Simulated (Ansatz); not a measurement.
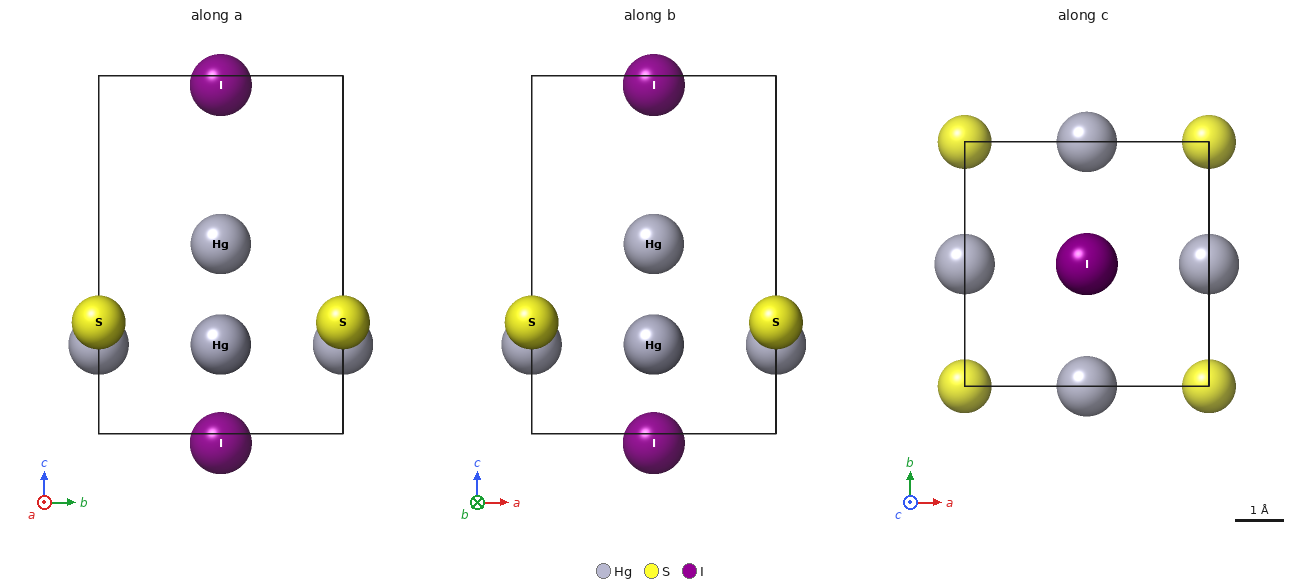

Crystal structure, spheres-only style, seen along the a axis, along the b axis and along the c axis. One conventional unit cell is outlined, and atoms on its boundary appear in each equivalent place.

Lattice parameters: a = 5.129 Å, b = 5.129 Å, c = 7.516 Å, α = 90.00°, β = 90.00°, γ = 90.00°.

> Reconstruct the structure as a table of Wyckoff sites, with free fractional coordinates to two decimals.

Space group P4mm (No. 99).
| atom | site | x | y | z |
| --- | --- | --- | --- | --- |
| Hg | 2c | 0.00 | 0.50 | 0.25 |
| Hg | 1b | 0.50 | 0.50 | 0.53 |
| S | 1a | 0.00 | 0.00 | 0.31 |
| I | 1b | 0.50 | 0.50 | 0.97 |

Provenance: a random cell made by a generator, so it need not be a real form of the compound. Relaxation method: Ansatz 0.2.0, DFT PBE, scalar-relativistic, plane waves, PAW.
